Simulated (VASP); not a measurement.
Band structure of Sb (space group Fm-3m). These are PBEsol GGA with spin-orbit coupling, VASP's PBE PAW potentials (set 64) (plane waves; VASP 6.6.1) values and carry that method's errors.

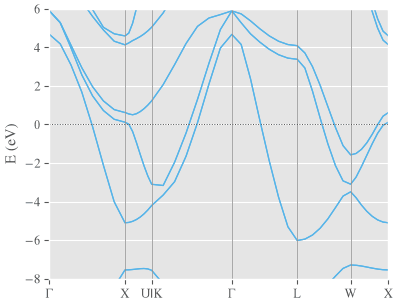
Figure. Bands along high-symmetry lines, zero at the valence-band maximum or, without a gap, the Fermi level

Problem. Read the plot: is there a gap, and where are the band edges?

Solution. It has no gap at this level: it comes out as a metal or semimetal.

The structure comes from a measured Sb entry (Fm-3m) of the Crystallography Open Database, whose conditions weren't checked. It was relaxed first, which changed the volume by +7 %.
